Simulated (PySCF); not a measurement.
SMILES C(=C)[SiH2]Br (C2H5BrSi), singlet at its CAM-B3LYP/def2-SVP optimised geometry (Å):

```
9

C      1.3536    -1.1974     0.0000
C      0.0202    -1.1974     0.0000
Si    -1.0653     0.3152     0.0000
Br     0.1881     2.1656     0.0025
H      1.9300    -2.1280    -0.0001
H      1.9282    -0.2657     0.0001
H     -0.4994    -2.1656    -0.0002
H     -1.9300     0.3542     1.2071
H     -1.9278     0.3557    -1.2086
```

Computed with CAM-B3LYP/def2-TZVP in PySCF.

Map of the HOMO−1 amplitude (bohr^(-3/2)) on the plane z = 1.5 Å; orbital energy -9.73 eV, overall sign arbitrary:

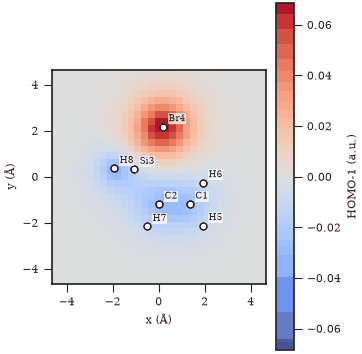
Fig. 1. HOMO−1 amplitude (bohr^(-3/2)) on the plane z = 1.5 Å.
